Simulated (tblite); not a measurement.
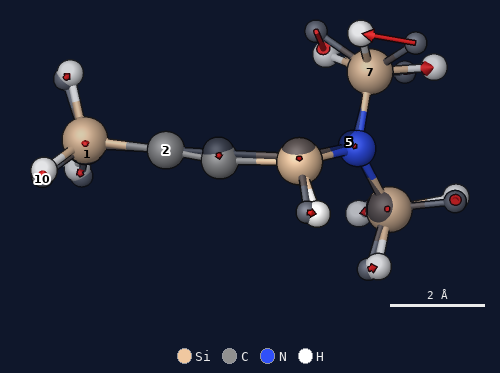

This is a relaxation of C2H10NSi4 (multiplicity 2). The starting structure is drawn faded, the final one solid; red arrows show the displacements, at their true length. The two geometries are superimposed by the best rigid fit.

The picture is a ball-and-stick view, seen face on.

Method: GFN2-xTB geometry optimisation, gas phase (tblite 0.8.0). 

Q: Atoms of which element are displaced furthest, and by how much?

A: Hydrogen: up to 1.22 Å, against 0.16 Å for carbon.

Q: What happened in the run?

A: An H atom moves most after the best rigid fit: 1.22 Å. By element the largest moves are H 1.22 Å, C 0.16 Å, Si 0.14 Å, N 0.11 Å. Some distances before and after: C–C 1.187 → 1.222 Å, C–Si 1.852 → 1.818 Å, H–Si 1.485 → 1.462 Å, N–Si 1.730 → 1.744 Å. Bond angles that change, for instance: C–C–Si 178.8° → 170.2°, C–Si–H 110.2° → 117.3°, N–Si–H 116.8° → 110.1°. Groups turn about N–Si by about 45°. The energy falls by 4.31 kcal/mol in 160 geometry steps. Cost: 2.5 s on 1 thread of Arm Neoverse N1, with other jobs on the host.
